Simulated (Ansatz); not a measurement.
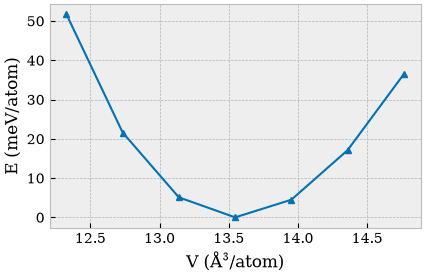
*CdO (rock salt, space group No. 225) under volume change, DFT-PBE in the program Ansatz with PAW potentials, scaled uniformly.*

Q: What does a third-order Birch–Murnaghan fit give for V₀, B₀ and B′?

A: V₀ = 13.55 Å³/atom, B₀ = 126 GPa, B′ = 4.8.

Space group Fm-3m (rock salt). The cell was relaxed with PBE under the symmetry of its start.

Potentials: the later of the program's two PAW sets.
